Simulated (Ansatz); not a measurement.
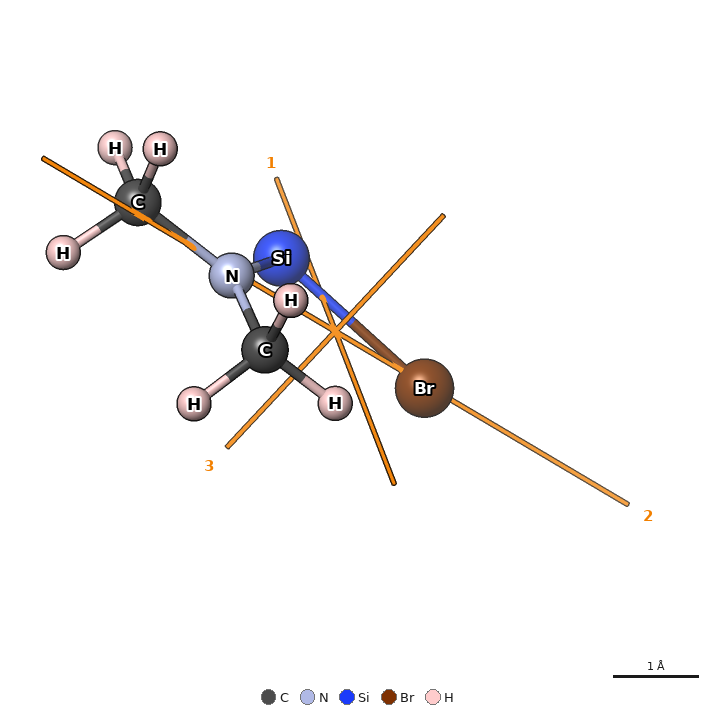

The three principal axes of inertia are drawn and numbered. Atoms fade into the background with distance from the viewer. The geometry was computed by an optimisation with PBE0-D4/def2-TZVP. Masses are those of the most abundant isotopes; constants are for the rigid equilibrium geometry.

Which line is the a axis (least moment of inertia), which b and which c?

a is line 2, b is line 1, c is line 3; the moments are 82.7, 402, 479 u Å².

What kind of rotor is it, and what are its rotational constants in MHz?

An asymmetric top (Cs): A = 6111, B = 1256, C = 1056 MHz. Ray's parameter κ is −0.92, close to the prolate limit.
